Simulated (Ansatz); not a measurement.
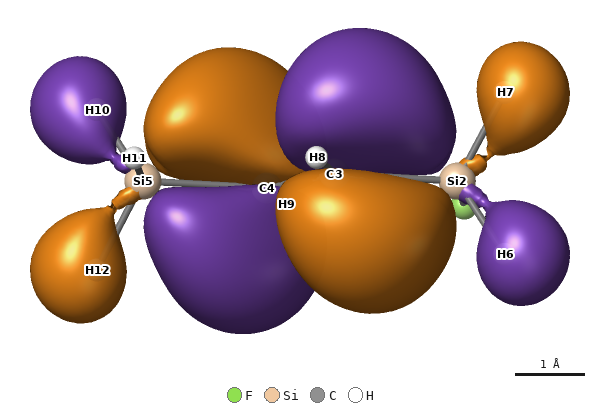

Figure 1: C2H7FSi2 (SMILES F[SiH2]C=C[SiH3]). One frontier orbital at ±0.06 Å⁻³ᐟ² (orange and purple are the two phases), seen from one side.

Geometry: PBE0-D4/def2-TZVP.

The calculation used Ansatz 0.2.0, RKS PBE0-D4/def2-TZVPP.

```yaml
atoms:
  - { symbol: F, position_ang: [-1.6323, 2.3491, 0.0824] }
  - { symbol: Si, position_ang: [-0.9984, 1.5687, 1.3292] }
  - { symbol: C, position_ang: [-0.0374, 0.1257, 0.6775] }
  - { symbol: C, position_ang: [0.0649, -0.1517, -0.6270] }
  - { symbol: Si, position_ang: [1.0273, -1.5988, -1.3034] }
  - { symbol: H, position_ang: [-0.1256, 2.5160, 2.0670] }
  - { symbol: H, position_ang: [-2.1106, 1.1299, 2.2089] }
  - { symbol: H, position_ang: [0.4665, -0.5250, 1.3947] }
  - { symbol: H, position_ang: [-0.4432, 0.5059, -1.3333] }
  - { symbol: H, position_ang: [0.1345, -2.5009, -2.0796] }
  - { symbol: H, position_ang: [1.6269, -2.3465, -0.1672] }
  - { symbol: H, position_ang: [2.1044, -1.1275, -2.2151] }
```

> Which orbital is it: HOMO or LUMO?

The LUMO, at −1.15 eV. By Hirshfeld shares it lies mainly on C4 (about 30 %), C3 (about 30 %), Si2 (about 10 %) and Si5 (about 10 %); π-antibonding (π*) across C4–C3.
